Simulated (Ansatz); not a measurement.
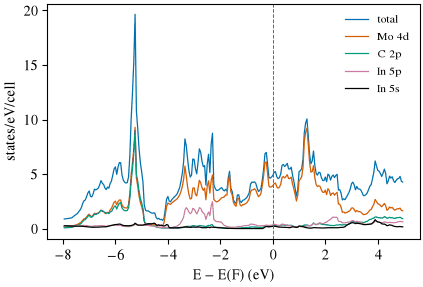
Fig. 1. Total and projected density of states of InMo2C in space group P6_3/mmc (No. 194; In on 2d, Mo on 4f, C on 2a), DFT-r²SCAN in the program Ansatz with PAW potentials

Question: Which orbitals carry the states next to the Fermi level?

Answer: Within 0.5 eV of the Fermi level: Mo 4d 83 %, In 5p 6 %. Projections are on Löwdin-orthogonalised atomic valence shells; empty p or d shells of many metals are not among them.

Question: Where is the tallest occupied peak in this window, and what makes it?

Answer: Near -5.2 eV, about 20 states/eV per cell; the largest projected share is Mo 4d.

The start of the workflow was typed in or built on a structure type; neither database checked (COD, Materials Project) lists it. Whether it is the stable phase at ambient conditions was not checked. Symmetry was held in the r²SCAN relaxation; whether a distortion lowers the energy is not shown. No spin polarisation was allowed. Scalar-relativistic: spin–orbit coupling is off unless named, which matters more the heavier the elements.

Potentials: the earlier of the program's two PAW sets.
